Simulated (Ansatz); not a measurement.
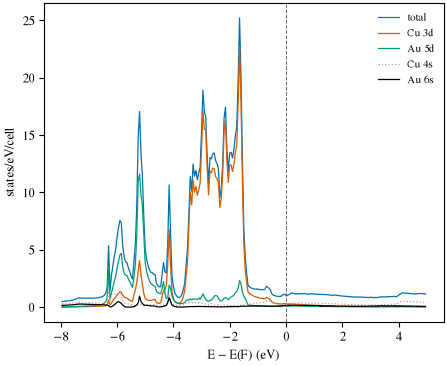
Figure. Total and projected density of states of Cu$_{3}$Au (Cu3Au type, Pm-3m), PBE in the plane-wave PAW code Ansatz

Q: Which orbitals carry the states next to the Fermi level?

A: Within 0.5 eV of the Fermi level: Cu 4s 29 %, Cu 3d 27 %, Au 6s 12 %, Au 5d 8 %, outside the projected shells 24 %. Projections are on Löwdin-orthogonalised atomic valence shells; empty p or d shells of many metals are not among them.

Q: Where is the tallest occupied peak in this window, and what makes it?

A: Near -1.6 eV, about 25 states/eV per cell; the largest projected share is Cu 3d.

The cell was relaxed with PBE under the symmetry of its start. The run is not spin-polarised. Scalar-relativistic: spin–orbit coupling is off unless named, which matters more the heavier the elements.

Potentials: the later of the program's two PAW sets.
